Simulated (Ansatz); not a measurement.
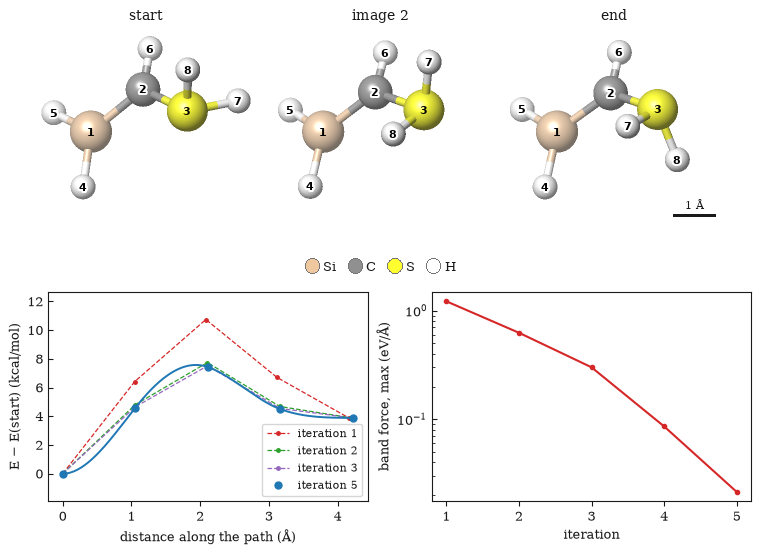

A search for the minimum-energy path of CH5SSi (charge +1) by the nudged elastic band. Images are numbered from 0 (start) to 4 (end). The plot follows the band through its iterations. Style: ball-and-stick. Shown from a free direction.

Theory: Ansatz 0.2.0, RHF/def2-TZVP. Settings: 3 movable images; no climbing image; force threshold 0.05 eV/Å; iteration limit 60; starting path by image-dependent pair potential.

How did the profile develop, and is the result final?

The run is converged, with reservations. The band converged in 5 iterations. The largest component of the band force went from 1.2 to 0.021 eV/Å. No image climbed, so the highest image needn't lie on the saddle point, and the true maximum along this path can be higher. So few images resolve the path coarsely. The first iteration put the highest image at 10.7 kcal/mol. The energy climbs by 7.4 kcal/mol to image 2 and then falls by 3.5 kcal/mol, so the end point sits at +3.9 kcal/mol.

The run took 21 s on 2 threads of Intel(R) Xeon(R) Platinum 8488C (Sapphire Rapids) (shared host), peak memory 0.3 GiB.
